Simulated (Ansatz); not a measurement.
| atom | x (Å) | y (Å) | z (Å) |
| --- | --- | --- | --- |
| Si | -0.7408 | -1.3899 | -0.0156 |
| H | 0.6848 | -1.2813 | 0.3263 |
| Cl | -0.9051 | -2.6305 | -1.6398 |
| Cl | -1.7083 | -2.2333 | 1.5832 |
| H | -1.4228 | -0.1287 | -0.3409 |
| H | 1.8741 | 1.5956 | 0.2783 |
| N | 0.8967 | 1.6624 | 0.0213 |
| H | 0.4617 | 2.3011 | 0.6764 |
| H | 0.8599 | 2.1047 | -0.8893 |

The reactant side of a reaction path; geometry: PBE0-D4/def2-TZVP.

These are results of RKS PBE0-D4/def2-TZVPP in Ansatz, not measurements.

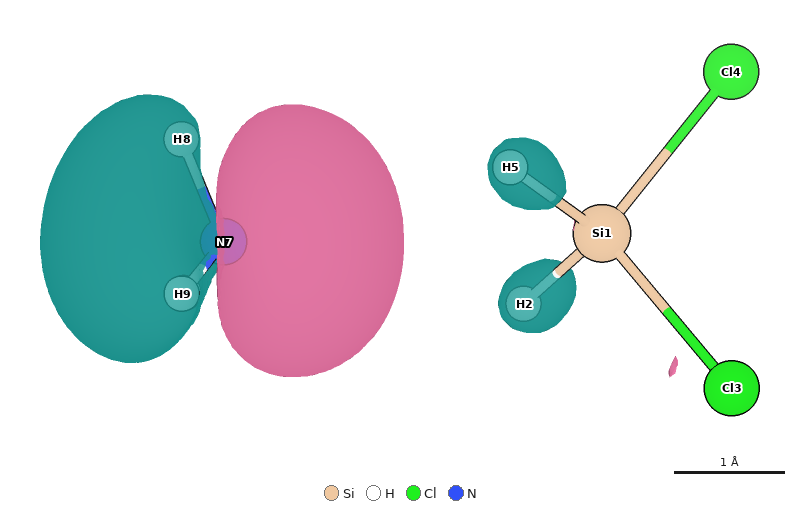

Cl2H2Si···NH3. The HOMO at ±0.1 Å⁻³ᐟ² (teal and pink are the two phases), seen at a tilt.

What is the character of this orbital?

By Hirshfeld shares it lies mainly on N7 (about 75 %); largely a lone pair of N7. Its energy is −8.03 eV.
